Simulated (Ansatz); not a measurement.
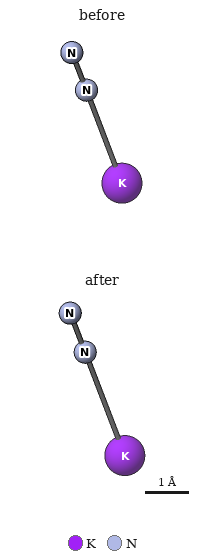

The structure of KN₂ (charge +1) (coarse preliminary run) before (top) and after (bottom) a relaxation, at one scale.

A ball-and-stick model, seen from a free direction.

These are results of RKS PBE-D4/def2-SVP (Ansatz), not measurements. Set-up: force threshold 0.03 eV/Å; at most 250 steps.

Question: Describe what moved and what it gained.

Answer: After 4 geometry steps the energy has fallen by 0.101 eV. The largest force component goes from 3.7 to 0.0012 eV/Å. The largest move after the best rigid fit is that of the K atom, 0.21 Å. By element the largest moves are K 0.21 Å, N 0.12 Å. Some distances before and after: K–N 2.631 → 2.939 Å, N–N 1.089 → 1.111 Å. Bond angles that change, for instance: K–N–N 177.8° → 180.0°.
